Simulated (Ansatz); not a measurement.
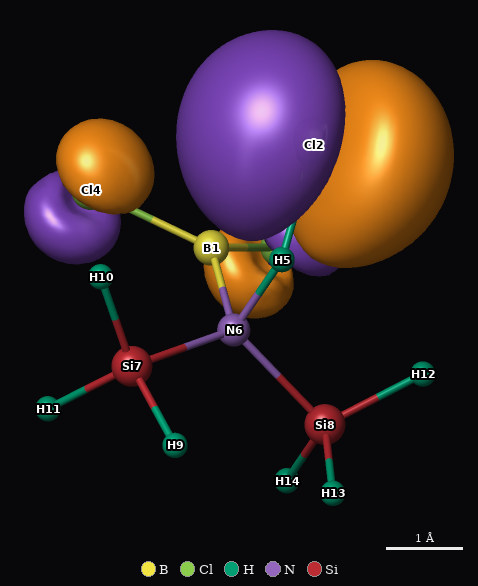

BCl₃H₇NSi₂. The HOMO at ±0.08 Å⁻³ᐟ² (orange and purple are the two phases), seen at a tilt.

A transition-state structure; geometry: PBE0-D4/def2-TZVP.

Computed with RKS PBE0-D4/def2-TZVPP in Ansatz 0.2.0.

Input

```
crystal:
  periodic: [false, false, false]
  atoms:
    - {symbol: B, position_ang: [-0.641730, -0.468255, -1.313087]}
    - {symbol: Cl, position_ang: [1.021921, 0.968146, -2.412338]}
    - {symbol: Cl, position_ang: [-0.263824, -2.091092, -1.878536]}
    - {symbol: Cl, position_ang: [-2.192812, 0.229966, -1.763336]}
    - {symbol: H, position_ang: [0.751079, 0.667051, -0.890095]}
    - {symbol: N, position_ang: [0.036718, 0.033348, -0.061717]}
    - {symbol: Si, position_ang: [-0.852967, 1.254414, 0.910162]}
    - {symbol: Si, position_ang: [1.116101, -1.119800, 0.793984]}
    - {symbol: H, position_ang: [0.041643, 1.577032, 2.044961]}
    - {symbol: H, position_ang: [-1.082735, 2.446227, 0.071386]}
    - {symbol: H, position_ang: [-2.113108, 0.661316, 1.407298]}
    - {symbol: H, position_ang: [2.204954, -1.512064, -0.121109]}
    - {symbol: H, position_ang: [1.650455, -0.367930, 1.952190]}
    - {symbol: H, position_ang: [0.324205, -2.278458, 1.260136]}
basis:
  gaussian: {orbitals: def2-TZVPP}
hamiltonian: {xc: pbe0, dispersion: d4}
output: {orbitals: {seedname: orbitals}}
```

Launched as:

```sh
ansatz run in.yaml --threads 4 --pin off --events-out ev --progress --plain --max-ram 66560MiB --backend cuda --devices 0, --max-vram 37GiB
```

> What is the character of this orbital?

By Hirshfeld shares it lies mainly on Cl2 (about 85 %); largely a lone pair of Cl2. Its energy is −8.26 eV.
